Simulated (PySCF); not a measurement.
# HfFCl: relaxation and vibrations of the singlet

The task is one start of a wider search on HfFCl: the singlet, from a bent start. It is relaxed, tested by its Hessian and followed downhill if it is a saddle.

Program: PySCF 2.14.0. Level of theory: PBE0, basis Hf def2-TZVP with ECP60, F def2-TZVP, Cl def2-TZVP, scalar-relativistic core potentials, no spin–orbit coupling, density fitting. These are calculated values, not measurements.

**1. The system as given**

3 atoms, charge 0, spin multiplicity 1.

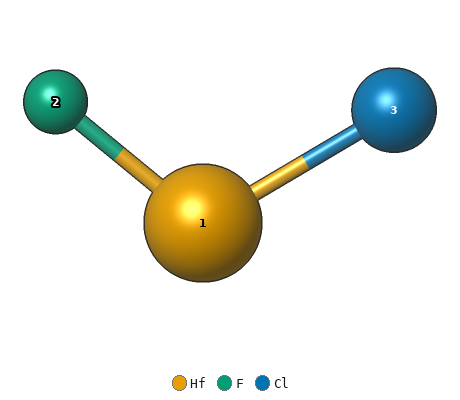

Start geometry, drawn with hafnium amber, fluorine teal, chlorine blue; atoms are numbered from 1 in the order of the file.

Coordinates in bohr (charge 0 multiplicity 1):
```
Hf    0.0000    0.0000    0.0000
F    -3.3437    0.0000    2.3412
Cl    3.8855    0.0000    2.7206
```

**2. First SCF at the start**

One driver script runs all steps and calls PySCF; scf.py shows how it sets up the SCF of each step. The optimiser is the driver's own. After this first run the driver tries any further starts and a stability analysis.

scf.py

```python
from pyscf import gto, scf, dft
mol = gto.M(atom='''
Hf     0.000000     0.000000     0.000000
F     -1.769400     0.000000     1.238900
Cl     2.056100     0.000000     1.439700''',
    basis={'Hf': 'def2-TZVP', 'F': 'def2-TZVP', 'Cl': 'def2-TZVP'},
    ecp={'Hf': 'def2-TZVP'},
    charge=0, spin=0)
mf = dft.RKS(mol, xc='PBE0')
mf.grids.atom_grid = (50, 194)
aux = {'Hf': 'def2-universal-JKFIT', 'F': 'def2-universal-JKFIT', 'Cl': 'def2-universal-JKFIT'}
mf = mf.density_fit(auxbasis=aux)
mf.conv_tol = 1e-08
mf.diis_space = 10
mf.max_cycle = 60
mf.init_guess = 'minao'
mf.verbose = 4
mf.kernel()
```

Launch:

```bash
$ OMP_NUM_THREADS=2 python axn.py task.json out
```

The log of the run, shortened:

```text
[... the frontier levels of the middle cycles are left out ...]
init E= -589.712132187313
  HOMO = -0.320105571502639  LUMO = -0.274061618073993  gap/eV = 1.25292
cycle= 1 E= -607.800639981595  delta_E= -18.1  |g|= 0.697  |ddm|= 4.93
  HOMO = -0.205038572432766  LUMO = -0.135068504224156  gap/eV = 1.90398
cycle= 2 E= -606.742528959079  delta_E= 1.06  |g|= 2.56  |ddm|= 1.49
  HOMO = -0.202233019988398  LUMO = -0.0978504025933427  gap/eV = 2.84040
cycle= 3 E= -607.887663242456  delta_E= -1.15  |g|= 0.197  |ddm|= 1.11
cycle= 4 E= -607.894799420794  delta_E= -0.00714  |g|= 0.12  |ddm|= 0.386
cycle= 5 E= -607.897933113979  delta_E= -0.00313  |g|= 0.0277  |ddm|= 0.132
cycle= 6 E= -607.89810136456  delta_E= -0.000168  |g|= 0.012  |ddm|= 0.0329
cycle= 7 E= -607.898150802424  delta_E= -4.94e-05  |g|= 0.0036  |ddm|= 0.0244
cycle= 8 E= -607.898158932375  delta_E= -8.13e-06  |g|= 0.00135  |ddm|= 0.00948
cycle= 9 E= -607.898161164288  delta_E= -2.23e-06  |g|= 0.000509  |ddm|= 0.00689
cycle= 10 E= -607.898161593283  delta_E= -4.29e-07  |g|= 0.000226  |ddm|= 0.00374
cycle= 11 E= -607.898161622497  delta_E= -2.92e-08  |g|= 5.72e-05  |ddm|= 0.00076
cycle= 12 E= -607.89816162547  delta_E= -2.97e-09  |g|= 2.21e-05  |ddm|= 0.000265
  HOMO = -0.226366020350326  LUMO = -0.124558592123182  gap/eV = 2.77032
Extra cycle  E= -607.89816162542  delta_E= 5.05e-11  |g|= 4.4e-05  |ddm|= 0.000101
converged SCF energy = -607.89816162542
```

This step, with its further starts and checks, needed 14 s of wall time on 2 threads of Arm Neoverse N1, shared host.

The starts that the driver tried:

| start | energy (Eh) |
| --- | --- |
| the minimal-basis guess | -607.898162 |
| a thermally smeared density | -607.898162 |
| a smeared PBE density | -607.898162 |

The test of internal stability and the other starts found no lower closed-shell solution.

**3. Bent start, singlet: relaxation**

The program finds Cs symmetry in the start, which this walk keeps. The walk stops when the largest gradient is under 0.0003 Eh/bohr and the energy has settled too.

scf.py: that of step 2 with these lines changed.

```diff
@@ -3,3 +3,3 @@
-Hf     0.000000     0.000000     0.000000
-F     -1.769400     0.000000     1.238900
-Cl     2.056100     0.000000     1.439700''',
+Hf    -0.163666     0.000000    -0.315850
+F     -1.933066     0.000000     0.923050
+Cl     1.892434     0.000000     1.123850''',
@@ -16 +15,0 @@
-mf.init_guess = 'minao'
```

Energy and gradient, step by step:

| step | energy (Eh) | change (kJ/mol) | largest symmetric gradient (Eh/bohr) |
| --- | --- | --- | --- |
| 0 | -607.898162 | 0.00 | 0.08667 |
| 1 | -607.934903 | -96.46 | 0.04356 |
| 2 | -607.936443 | -100.51 | 0.06108 |
| 3 | -607.942513 | -116.45 | 0.00865 |
| 4 | -607.943073 | -117.91 | 0.00496 |
| 5 | -607.943749 | -119.69 | 0.00188 |
| 6 | -607.943796 | -119.81 | 0.00117 |
| 7 | -607.943799 | -119.82 | 0.00026 |
| 8 | -607.943799 | -119.82 | 0.00001 |

The walk took 30 s.

Geometry (Å) and forces (eV/Å) at some steps:

```
step 0
Hf  -0.164   0.000  -0.316  -1.460   0.000   4.456
F   -1.933   0.000   0.923   3.364   0.000  -2.779
Cl   1.892   0.000   1.124  -1.904   0.000  -1.677
step 1
Hf  -0.188   0.000  -0.184  -0.849   0.000   2.240
F   -1.861   0.000   0.847   1.828   0.000  -1.403
Cl   1.845   0.000   1.068  -0.979   0.000  -0.838
step 4
Hf  -0.188   0.000  -0.056  -0.143   0.000   0.255
F   -1.874   0.000   0.775   0.107   0.000  -0.177
Cl   1.858   0.000   1.013   0.036   0.000  -0.077
step 8
Hf  -0.190   0.000   0.054  -0.003   0.000   0.001
F   -1.952   0.000   0.709   0.001   0.000   0.007
Cl   1.938   0.000   0.969   0.002   0.000  -0.008
```

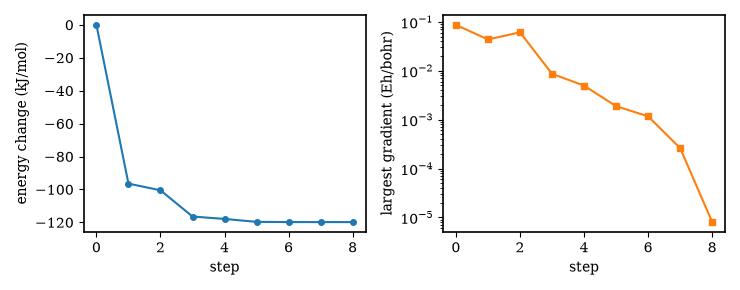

Energy and largest gradient along the walk.

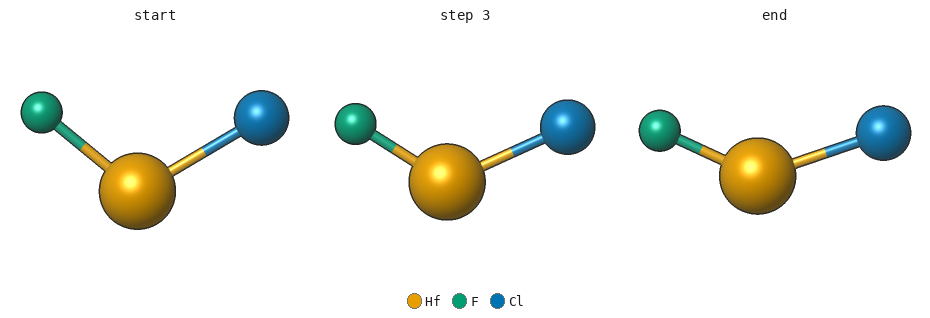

The geometry along the walk, at one scale.

After 8 steps and 119.8 kJ/mol it ends at Cs: Hf–Cl 2.316 Å, Hf–F 1.880 Å; Cl–Hf–F 136.3°.

**4. Frequencies**

On the finer grid the gradient is checked again; gradients at displacements of ±0.02 bohr then give force constants and infrared intensities.

scf.py: that of step 3 with these lines changed.

```diff
@@ -3,3 +3,3 @@
-Hf    -0.163666     0.000000    -0.315850
-F     -1.933066     0.000000     0.923050
-Cl     1.892434     0.000000     1.123850''',
+Hf    -0.174541     0.000000    -0.202658
+F     -1.929116     0.000000     0.472814
+Cl     1.944020     0.000000     0.730106''',
@@ -10 +10 @@
-mf.grids.atom_grid = (50, 194)
+mf.grids.atom_grid = (75, 302)
@@ -13 +13 @@
-mf.conv_tol = 1e-08
+mf.conv_tol = 1e-10
```

This SCF starts from the last density.

SCF at the final geometry:

```text
init E= -607.943603058344
  HOMO = -0.212669438534434  LUMO = -0.104129539995391  gap/eV = 2.95352
cycle= 1 E= -607.943603058345  delta_E= -5.68e-13  |g|= 7.74e-07  |ddm|= 1.99e-06
  HOMO = -0.212669466791084  LUMO = -0.104129599408988  gap/eV = 2.95352
Extra cycle  E= -607.943603058343  delta_E= 1.59e-12  |g|= 8.82e-07  |ddm|= 1.48e-06
converged SCF energy = -607.943603058343
```

The whole step took 79 s.

Geometry: Cs; Hf–Cl 2.315 Å, Hf–F 1.880 Å; Cl–Hf–F 135.2°.

Harmonic modes (main isotopes):

```tsv
symmetry	ω (cm⁻¹)	IR (km/mol)	μ (u)
a'	71	1.1	25.17
a'	383	40.0	40.11
a'	664	88.7	20.71
```

Every mode is real; the point is a minimum.

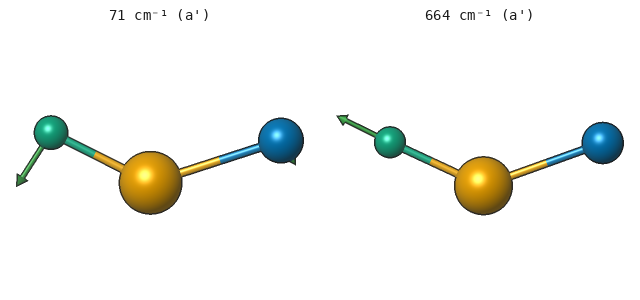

Displacements of 2 of the modes, as arrows (one member where a mode is degenerate).

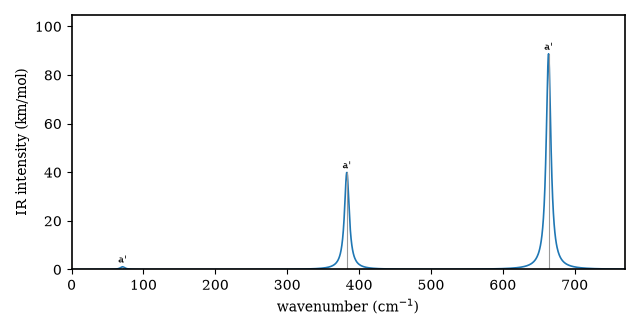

The harmonic infrared spectrum (widths in cm⁻¹). Lines are broadened to a width of 8 cm⁻¹ (Lorentzian).

Constants and moments:

* Dipole moment: 0.93 D
* Highest occupied level: -5.79 eV
* Lowest empty level: -2.83 eV
* Rotational constants: 0.7584, 0.07791, 0.07065 cm⁻¹
* Zero-point energy: 6.7 kJ/mol
* Principal polarisabilities: 65.8, 79.5, 80.4 bohr³
* Atomisation energy without zero-point energy: 1122 kJ/mol
* Principal traceless quadrupole moments about the centre of mass: -5.49, 2.26, 3.23 D Å
* Entropy at 298.15 K and 1 bar: 306.5 J/(mol K)
* Heat capacity Cp at 298.15 K: 51.6 J/(mol K)
* Enthalpy at 298.15 K above 0 K: 13.19 kJ/mol
* Rotational symmetry number: 1

Charges (e) and bond orders:

```
atom  Mulliken  Löwdin  polar tensor  Mayer order to Hf1
 Hf1      0.70    0.15          0.92                   –
  F2     -0.38   -0.22         -0.50                1.06
 Cl3     -0.31    0.06         -0.42                1.19
```

Mulliken populations on Hf1 (outside its core potential): s 3.52, p 6.24, d 1.45, f 0.09.

**5. A spin-polarised start**

A stability analysis found the closed shell of the lowest minimum unstable towards spin polarisation, so the unrestricted solution is followed.

The program finds Cs symmetry in the start, which may break. The walk stops when the largest gradient is under 0.0003 Eh/bohr and the energy has settled too.

scf.py: that of step 4 with these lines changed.

```diff
@@ -3,3 +3,3 @@
-Hf    -0.174541     0.000000    -0.202658
-F     -1.929116     0.000000     0.472814
-Cl     1.944020     0.000000     0.730106''',
+Hf    -0.174207     0.000000    -0.194305
+F     -1.928782     0.000000     0.481167
+Cl     1.944354     0.000000     0.738459''',
@@ -9,2 +9,2 @@
-mf = dft.RKS(mol, xc='PBE0')
-mf.grids.atom_grid = (75, 302)
+mf = dft.UKS(mol, xc='PBE0')
+mf.grids.atom_grid = (50, 194)
@@ -13 +13 @@
-mf.conv_tol = 1e-10
+mf.conv_tol = 1e-08
```

Energy and gradient, step by step:

| step | energy (Eh) | change (kJ/mol) | largest gradient (Eh/bohr) |
| --- | --- | --- | --- |
| 0 | -607.948211 | 0.00 | 0.00435 |
| 1 | -607.948309 | -0.26 | 0.00143 |
| 2 | -607.948344 | -0.35 | 0.00127 |
| 3 | -607.948367 | -0.41 | 0.00124 |
| 4 | -607.948380 | -0.45 | 0.00078 |
| 5 | -607.948384 | -0.45 | 0.00022 |
| 6 | -607.948384 | -0.45 | 0.00004 |

The walk took 32 s.

Geometry (Å) and forces (eV/Å) at some steps:

```
step 0
Hf  -0.174   0.000  -0.194  -0.020   0.000  -0.114
F   -1.929   0.000   0.481  -0.204   0.000   0.050
Cl   1.944   0.000   0.738   0.225   0.000   0.065
step 1
Hf  -0.175   0.000  -0.192  -0.043   0.000   0.024
F   -1.939   0.000   0.479  -0.032   0.000  -0.019
Cl   1.955   0.000   0.738   0.075   0.000  -0.005
step 3
Hf  -0.178   0.000  -0.173   0.017   0.000   0.064
F   -1.955   0.000   0.467   0.029   0.000  -0.019
Cl   1.974   0.000   0.732  -0.046   0.000  -0.045
step 6
Hf  -0.177   0.000  -0.158  -0.001   0.000   0.001
F   -1.963   0.000   0.459   0.000   0.000   0.012
Cl   1.981   0.000   0.725   0.001   0.000  -0.013
```

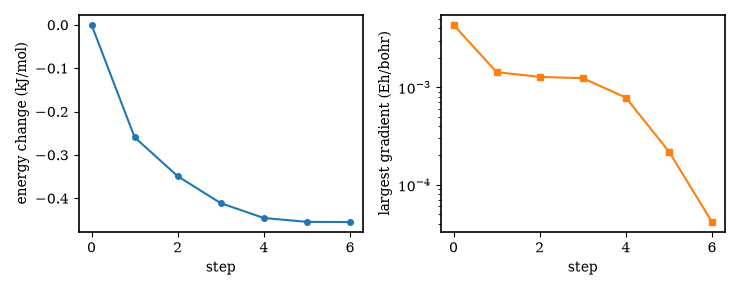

Energy and largest gradient along the walk.

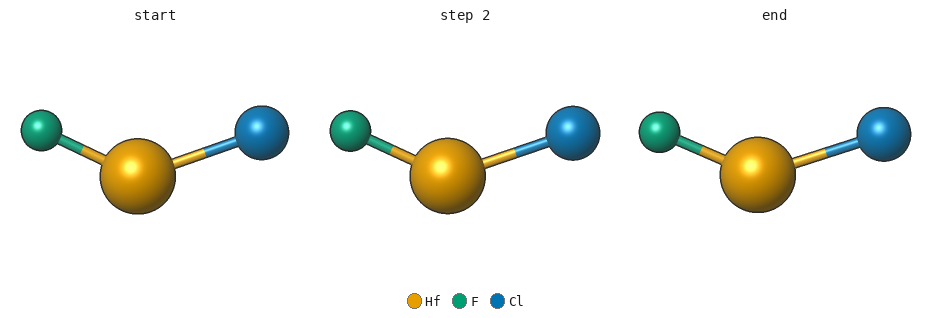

The geometry along the walk, at one scale.

After 6 steps and 0.5 kJ/mol it ends at Cs: Hf–Cl 2.332 Å, Hf–F 1.889 Å; Cl–Hf–F 138.7°.

**6. Vibrations and properties at this point**

The same treatment as at the point before.

scf.py: that of step 5 with these lines changed.

```diff
@@ -3,3 +3,3 @@
-Hf    -0.174207     0.000000    -0.194305
-F     -1.928782     0.000000     0.481167
-Cl     1.944354     0.000000     0.738459''',
+Hf    -0.177313    -0.000000    -0.177266
+F     -1.966891    -0.000000     0.431940
+Cl     1.983438     0.000000     0.699268''',
@@ -10 +10 @@
-mf.grids.atom_grid = (50, 194)
+mf.grids.atom_grid = (75, 302)
@@ -13 +13 @@
-mf.conv_tol = 1e-08
+mf.conv_tol = 1e-10
```

Log of the central SCF (cycles and frontier levels):

```text
init E= -607.948181099513
[... the frontier-level lines of each cycle are left out ...]
cycle= 1 E= -607.948181099515  delta_E= -2.61e-12  |g|= 1.1e-06  |ddm|= 4.64e-06
Extra cycle  E= -607.948181099519  delta_E= -3.64e-12  |g|= 1.35e-06  |ddm|= 4.4e-06
converged SCF energy = -607.948181099519  <S^2> = 0.58245798  2S+1 = 1.8247827
```

The whole step needed 2.4 min of wall time on 2 threads of Arm Neoverse N1, shared host.

Geometry: Cs; Hf–Cl 2.332 Å, Hf–F 1.890 Å; Cl–Hf–F 139.1°.

Modes, for the most abundant isotopes:

| ω (cm⁻¹) | IR (km/mol) | μ (u) |
| --- | --- | --- |
| 68 | 1.5 | 25.32 |
| 372 | 45.6 | 39.97 |
| 648 | 98.2 | 20.71 |

No imaginary mode, so this is a minimum.

The SCF density has lower symmetry than the nuclear frame, so the modes carry no labels.

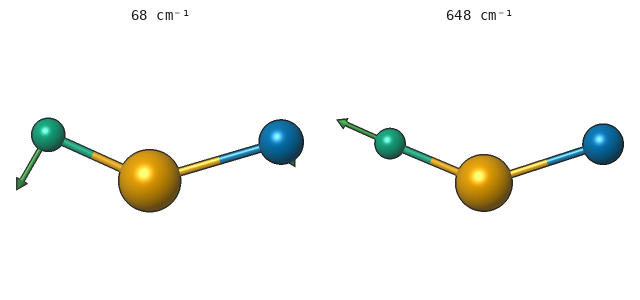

Displacements of 2 of the modes, as arrows (one member where a mode is degenerate).

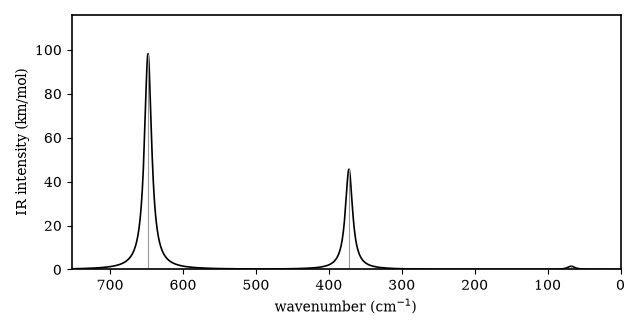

The harmonic infrared spectrum (widths in cm⁻¹). Lines are broadened to a width of 12 cm⁻¹ (Lorentzian).

Properties at this point:

* Dipole moment: 1.05 D
* Highest occupied level: -5.92 eV
* Lowest empty level: -2.50 eV
* Rotational constants: 0.8878, 0.07525, 0.06937 cm⁻¹
* Zero-point energy: 6.5 kJ/mol
* Principal polarisabilities: 62.2, 76.2, 77.0 bohr³
* Atomisation energy without zero-point energy: 1134 kJ/mol
* Principal traceless quadrupole moments about the centre of mass: -7.39, 3.56, 3.83 D Å
* Entropy at 298.15 K and 1 bar: 306.7 J/(mol K)
* Heat capacity Cp at 298.15 K: 51.8 J/(mol K)
* Enthalpy at 298.15 K above 0 K: 13.25 kJ/mol
* Rotational symmetry number: 1
* Spin squared ⟨S²⟩: 0.582

Charges (e) and bond orders:

```csv
atom,Mulliken,Löwdin,polar tensor,spin (Mulliken),Mayer order to Hf1
Hf1,0.75,0.20,0.99,0.00,–
F2,-0.40,-0.23,-0.52,0.00,1.03
Cl3,-0.35,0.03,-0.47,0.00,1.15
```

Mulliken populations on Hf1 (outside its core potential): s 3.27, p 6.25, d 1.64, f 0.09.

**7. All stationary points**

| spin | group | bonds | imaginary modes (cm⁻¹) | ΔE (kJ/mol) | with zero-point energy |
| --- | --- | --- | --- | --- | --- |
| broken-symmetry (Ms = 0) | Cs (density of lower symmetry) | Hf–Cl 2.332 Å, Hf–F 1.890 Å | none | 0.0 | 0.0 |
| singlet | Cs | Hf–Cl 2.315 Å, Hf–F 1.880 Å | none | 12.0 | 12.2 |

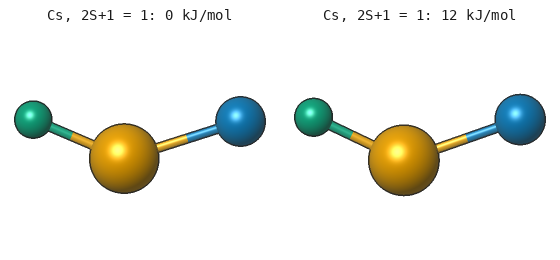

The points, lowest first (hafnium amber, fluorine teal, chlorine blue).

**8. What came out**

| quantity | value |
| --- | --- |
| minimum | broken-symmetry (Ms = 0), Cs |
| geometry | Hf–Cl 2.332 Å, Hf–F 1.890 Å; Cl–Hf–F 139.1° |
| wavenumbers (cm⁻¹) | 68, 372, 648 |
| dipole moment | 1.05 D |
| highest occupied, lowest empty level (either spin) | -5.92, -2.50 eV |
| polar-tensor charge of Hf1 | +0.99 e |
| zero-point energy | 6.5 kJ/mol |
| entropy at 298.15 K | 306.7 J/(mol K) |
| atomisation energy (no zero-point energy) | 1134 kJ/mol |
| ⟨S²⟩ | 0.582 |

The molecule stays Cs, as typed, and the end point is a minimum. The determinant is spin-contaminated (⟨S²⟩ = 0.58 against 0.00), so it is no pure spin state. The strongest infrared band lies at 648 cm⁻¹ (stretch). Other starts or spin states, not run here, may lie lower. The SCF density has lower symmetry than the nuclear frame. With an element this heavy the missing spin–orbit coupling can shift these numbers.

The search up to here took 5.2 min.
